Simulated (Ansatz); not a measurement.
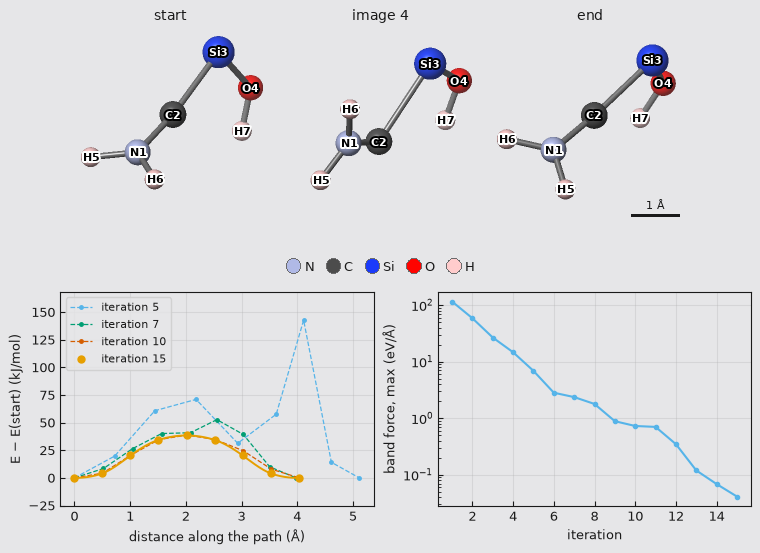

A search for the minimum-energy path of CH3NOSi by the nudged elastic band. Images are numbered from 0 (start) to 8 (end). The plot follows the band through its iterations. Style: ball-and-stick. Shown from a free direction.

Theory: RHF/cc-pVDZ (Ansatz 0.2.0). Set-up: 7 movable images; climbing image; force threshold 0.05 eV/Å; iteration limit 60; starting path through a guess of the saddle point.

How did the profile develop, and is the result final?

Answer. The result is final at these settings. The band converged in 15 iterations. The largest component of the band force went from 120 to 0.041 eV/Å. The climbing image converged on the top of the path. Its vibrational analysis gives one imaginary mode (111i cm⁻¹), as a transition state must have. The first iteration put the highest image at 2700.2 kJ/mol. The two ends have the same energy, and the highest point, image 4, lies 38.4 kJ/mol above the start.
